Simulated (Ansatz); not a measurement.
**One shape, several levels: NBrO (nitrosyl bromide)**

Aim: a comparison of 6 runs (HF/STO-3G, UHF/STO-3G, B3LYP/STO-3G, UPBE/STO-3G, r2SCAN0/STO-3G, CCSDT(Q)/STO-3G) of NBrO (nitrosyl bromide). 

The results are computed with Ansatz 0.2.0.

51 further runs of the same task are left out: 13 that didn't finish, 38 set aside as unsound or not needed.

## Step 1: Starting point

The species is NBrO (3 atoms), meant as a singlet with charge 0. As SMILES, `O=NBr`. The Br3–N2 distance was set to 2.975 Å, away from the relaxed value. At this shape a bond of the SMILES string is far longer than usual.

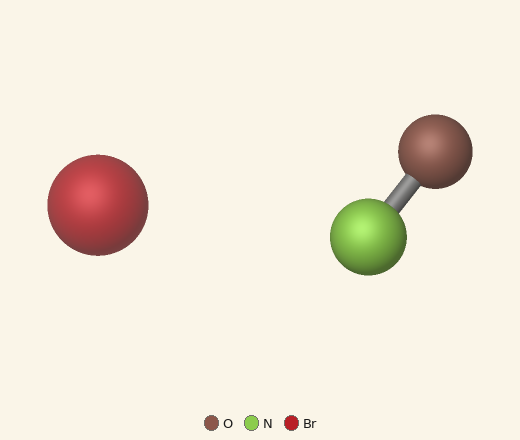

Viewed from a chosen angle; oxygen brown, nitrogen green, bromine red.

## Step 2: The energy at HF/STO-3G (run 1)

Input file run.yaml:

```yaml
crystal:
  periodic: [false, false, false]
  atoms:
    - symbol: O
      position_ang: [1.336326, -1.539879, 0.569747]
    - symbol: "N"
      position_ang: [0.320846, -1.483419, 0.017417]
    - symbol: Br
      position_ang: [-0.865960, 1.220600, -0.345330]
basis:
  gaussian: {orbitals: STO-3G}
hamiltonian: {xc: hf}
accuracy: high
```

Launch:

```console
$ ansatz run run.yaml --threads 1 --pin off --max-ram 2610MiB --events-out events.jsonl --progress --plain --runs-dir runs
```

Standard output:

```text
Warning: RAYON_NUM_THREADS=1 ignored (pool sized by the plan → 1); use --threads N
Functional definition: HF
  name "HF"
  exchange = exact_x
  correlation = 0
366 factors; integrals over basis functions are off by at most 3.3e-8 eV
mean field evaluation 1: about -72706.0887 eV, gradient 9.9e0 eV
mean field evaluation 2: about -72706.1145 eV, gradient 1.0e1 eV
mean field evaluation 4: about -72709.2596 eV, gradient 7.2e0 eV
mean field evaluation 8: about -72709.5099 eV, gradient 4.7e0 eV
mean field evaluation 16: about -72709.7928 eV, gradient 7.8e-3 eV
mean field -72709.79284544 eV, -2672.0356026023 hartree, gradient 5.2e-8 eV, S^2 0.000000; 0 other end points of the search recorded, 0 dependent functions left out
reference -72709.79284544 eV, -2672.0356026023 hartree; 25, 25 occupied and 3, 3 virtual orbitals, 366 factors
Total energy: -72709.79284544 eV, -2672.0356026023 hartree
```

It took 0.24 s on 1 thread of Arm Neoverse V1, shared host.

## Step 3: A single-point energy at UHF/STO-3G (run 2)

Input file run.yaml:

```yaml
crystal:
  periodic: [false, false, false]
  atoms:
    - {symbol: O, position_ang: [1.336326, -1.539879, 0.569747]}
    - {symbol: N, position_ang: [0.320846, -1.483419, 0.017417]}
    - {symbol: Br, position_ang: [-0.865960, 1.220600, -0.345330]}
basis:
  gaussian: {orbitals: STO-3G}
magnetization: {spin_polarized: true}
hamiltonian: {xc: hf}
accuracy: high
```

Launch:

```console
$ ansatz run run.yaml --threads 1 --pin off --max-ram 2610MiB --events-out events.jsonl --progress --plain --runs-dir runs
```

Standard output, shortened:

```text
Warning: RAYON_NUM_THREADS=1 ignored (pool sized by the plan → 1); use --threads N
[... 2 set-up lines as earlier in the session ...]
[...]
366 factors; integrals over basis functions are off by at most 3.3e-8 eV
[...]
mean field -72713.46300681 eV, -2672.1704785447 hartree, gradient 6.3e-8 eV, S^2 1.227254; 7 other end points of the search recorded, 0 dependent functions left out
reference -72713.46300681 eV, -2672.1704785447 hartree; 25, 25 occupied and 3, 3 virtual orbitals, 366 factors
Total energy: -72713.46300681 eV, -2672.1704785447 hartree
```

Wall time 1.6 s (1 thread of Arm Neoverse V1, shared host).

## Step 4: A single-point energy at B3LYP/STO-3G (run 3)

Input file in.yaml:

```yaml
crystal:
  periodic: [false, false, false]
  atoms:
    - {symbol: O, position_ang: [1.336326, -1.539879, 0.569747]}
    - {symbol: N, position_ang: [0.320846, -1.483419, 0.017417]}
    - {symbol: Br, position_ang: [-0.865960, 1.220600, -0.345330]}
basis:
  gaussian: {orbitals: STO-3G}
hamiltonian: {xc: {name: B3LYP}}
accuracy: high
```

Launch:

```console
$ ansatz run in.yaml --threads 1 --pin off --max-ram 2610MiB --events-out events.jsonl --progress --plain --runs-dir runs
```

Standard output:

```text
Warning: RAYON_NUM_THREADS=1 ignored (pool sized by the plan → 1); use --threads N
Functional definition: B3LYP
  name "B3LYP"
  parameter a0 = 0.2
  parameter ax = 0.72
  parameter ac = 0.81
  exchange = (1 - a0 - ax)*slater_x + ax*b88_x + a0*exact_x
  correlation = (1 - ac)*vwn_rpa_c + ac*lyp_c
366 factors; integrals over basis functions are off by at most 3.3e-8 eV
mean field evaluation 1: about -72758.1562 eV, gradient 1.7e1 eV
mean field evaluation 2: about -72666.3494 eV, gradient 2.3e1 eV
mean field evaluation 4: about -72759.4182 eV, gradient 1.3e1 eV
mean field evaluation 8: about -72759.3724 eV, gradient 1.3e1 eV
mean field evaluation 16: about -72764.5293 eV, gradient 2.6e-6 eV
mean field evaluation 32: about -72757.1362 eV, gradient 8.0e0 eV
mean field -72764.52931029 eV, -2674.0471305838 hartree, gradient 2.8e-8 eV, S^2 0.000000; 7 other end points of the search recorded, 0 dependent functions left out
reference -72764.52933305 eV, -2674.0471314200 hartree; 25, 25 occupied and 3, 3 virtual orbitals, 366 factors
Total energy: -72764.52933305 eV, -2674.0471314200 hartree
```

It took 2.8 s on 1 thread of Arm Neoverse V1, shared host; peak memory 0.092 GiB.

Runs 4 to 5 aren't shown in full; the table further down has their settings and results.

## Step 5: The energy at CCSDT(Q)/STO-3G (run 6)

Edit run.yaml of step 3 so:

```diff
@@ -7,5 +7,9 @@
 basis:
-  gaussian: {orbitals: STO-3G}
-magnetization: {spin_polarized: true}
-hamiltonian: {xc: hf}
+  gaussian:
+    orbitals: STO-3G
+correlation:
+  method: ccsdt_q
+  frozen_orbitals: {Br: 9, "N": 1, O: 1}
 accuracy: high
+scf:
+  omitted_lower_state_checks: [cluster_reference, increment]
```

Launch:

```console
$ ansatz run run.yaml --threads 1 --pin off --max-ram 2610MiB --events-out events.jsonl --progress --plain --runs-dir runs
```

Standard output:

```text
Warning: RAYON_NUM_THREADS=1 ignored (pool sized by the plan → 1); use --threads N
[... 14 lines left out ...]
11 core orbitals not correlated: weight in the atoms' cores, before any rotation towards them, 1.000 or more for the frozen orbitals, at most 0.000 for the correlated occupied ones
[... 61 lines left out ...]
WARN: these amplitudes may be one of several solutions (largest doubles amplitude 0.73, level shift 8.19 eV)
Total energy: -72717.12825814 eV, -2672.3051740468 hartree
Checks for a lower state left out: cluster_reference, increment
```

It took 2.4 s on 1 thread of Arm Neoverse V1, shared host; peak memory 0.11 GiB.

## Step 6: Overview of the runs

```tsv
run	level	frozen core orbitals	energy (Eh)	wall time
1	HF/STO-3G	–	-2672.035603	0.24 s
2	UHF/STO-3G	–	-2672.170479	1.6 s
3	B3LYP/STO-3G	–	-2674.047131	2.8 s
4	UPBE/STO-3G	–	-2673.534015	15 s
5	r2SCAN0/STO-3G	–	-2674.160525	4.2 s
6	CCSDT(Q)/STO-3G	11	-2672.305174	2.4 s
```

## Step 7: Summary of results

| quantity | value |
| --- | --- |
| run 6: total energy | -2672.30517 Eh |
| run 6: correlation energy (11 core orbitals frozen) | -269.6 mEh |
| run 6: T1 diagnostic | 0.035 |

In words: Totals of different functionals can't be ranked against each other. In run 6 the log says that unrestricted orbitals would lower the reference, so the values rest on an unstable closed-shell determinant (other closed-shell runs at this shape may share the fault). In runs 1, 2, 3, 4, 5, 6 the basis is minimal, so the values are rough. Spin contamination of the reference: run 2 ⟨S²⟩ = 1.23, run 4 ⟨S²⟩ = 0.47. Where it is this large, the reference is a mixture of spin states, and values that rest on it are in doubt. All runs together took 26 s, the longest 15 s.
